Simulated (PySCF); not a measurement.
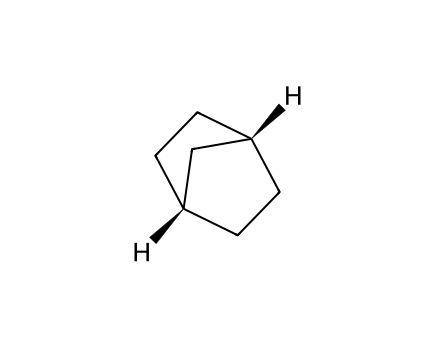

Skeletal drawing of a molecule.

Give its SMILES.

Answer. C1C[C@H]2CC[C@@H]1C2

Give the formula, hydrogens included.

Answer. C7H12.

An optimisation with PBE0-D3(BJ)/def2-SVP gave a structure of which point group?

Answer. C2v.

More results for the same structure follow; atom numbers are the same in all pictures, views and colours differ. The computed structure is the end point of a PBE0-D3(BJ)/def2-SVP optimisation. No frequency run is at hand to confirm it as a minimum.

### Shape

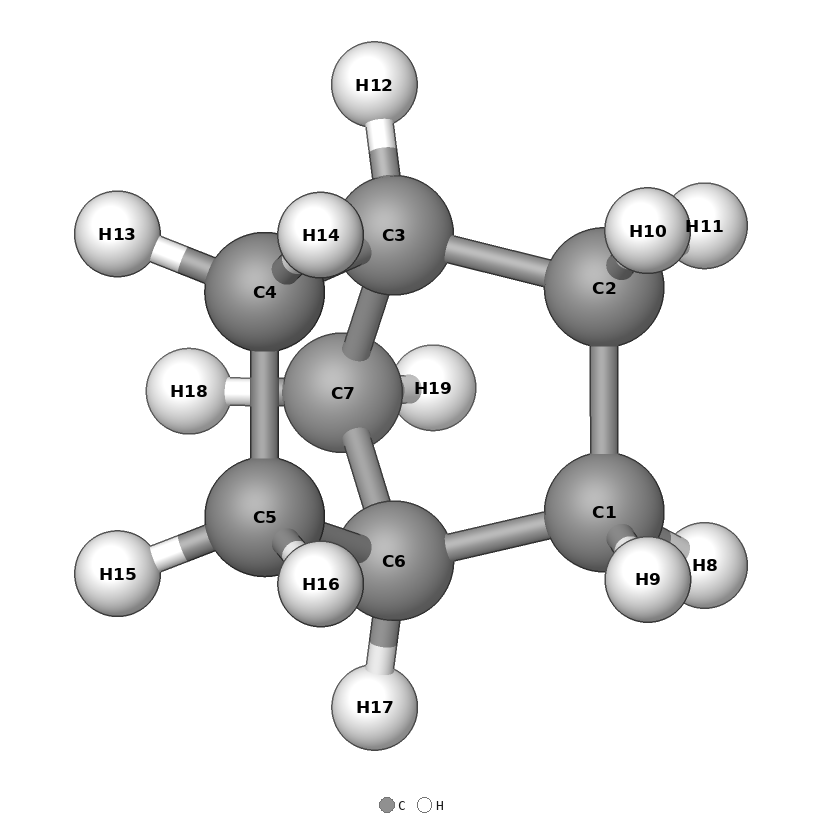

The atoms are numbered. No frequency run is at hand to confirm it as a minimum.

List the bonds and their lengths. Leave out bonds to hydrogen.

| bond | length (Å) | order |
| --- | --- | --- |
| C1–C2 | 1.552 | single |
| C1–C6 | 1.536 | single |
| C2–C3 | 1.536 | single |
| C3–C4 | 1.536 | single |
| C3–C7 | 1.534 | single |
| C4–C5 | 1.552 | single |
| C5–C6 | 1.536 | single |
| C6–C7 | 1.534 | single |

### Ring current

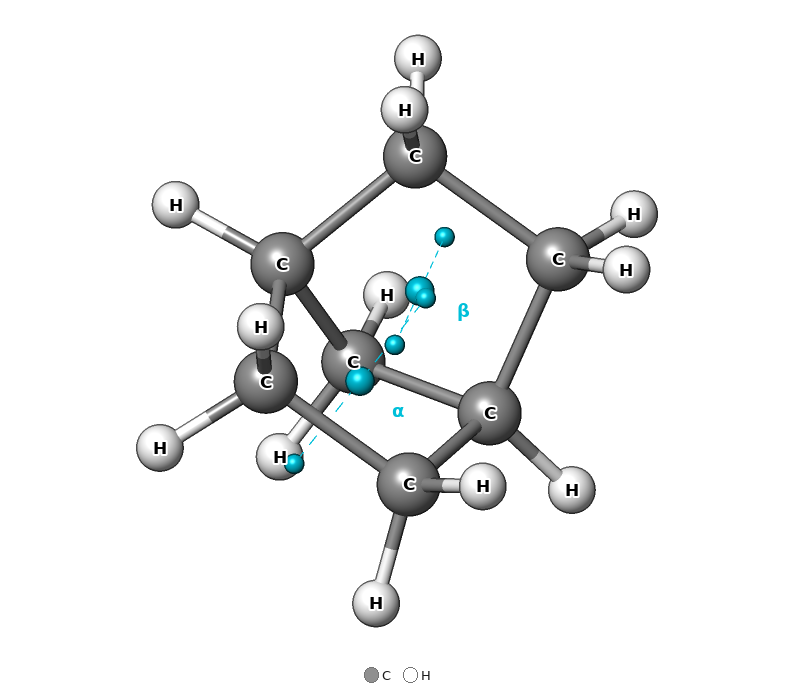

The small points mark where nucleus-independent chemical shifts (NICS) were computed: at the centre of each lettered ring and 1 Å above and below it. No frequency run is at hand to confirm it as a minimum. Level of theory: GIAO PBE0/pcSseg-1 NMR shielding, non-relativistic, gas phase (PySCF 2.14.0).

Give NICS(0), NICS(1) and the out-of-plane component NICS(1)zz for each ring (means of the two sides).

```tsv
ring	members	NICS(0)	NICS(1)	NICS(1)zz
α	C5	−9.0	−6.7	−8.5
β	C5	−9.0	−6.7	−8.5
```

Values in ppm.

### Electronic properties

No frequency run is at hand to confirm it as a minimum. Properties computed with B3LYP/pcJ-1, gas phase (PySCF 2.14.0).

What does the calculation give?

- dipole moment: 0.08 D
- HOMO energy (Kohn–Sham orbital): −7.94 eV
- LUMO energy (Kohn–Sham orbital): 0.97 eV
- HOMO–LUMO gap: 8.91 eV

### Charges

The questions are on Hirshfeld charges. No frequency run is at hand to confirm it as a minimum. Method: PBE0/pcSseg-1, gas phase (PySCF 2.14.0).

Give the Hirshfeld charges atom by atom.

```
atom  value (e)
  C1      −0.07
  C2      −0.07
  C3      −0.03
  C4      −0.07
  C5      −0.07
  C6      −0.03
  C7      −0.08
  H8       0.03
  H9       0.03
 H10       0.03
 H11       0.03
 H12       0.04
 H13       0.03
 H14       0.03
 H15       0.03
 H16       0.03
 H17       0.04
 H18       0.04
 H19       0.04
```

### NMR shielding

The questions are on isotropic NMR shieldings of the H atoms. No frequency run is at hand to confirm it as a minimum. Method: GIAO PBE0/pcSseg-1 NMR shielding, non-relativistic, gas phase (PySCF 2.14.0).

Give the isotropic NMR shieldings of the H atoms atom by atom.

```
atom  σ (ppm)
  H8    29.82
  H9    30.21
 H10    30.21
 H11    29.82
 H12    29.32
 H13    29.82
 H14    30.21
 H15    29.82
 H16    30.21
 H17    29.32
 H18    30.24
 H19    30.24
```
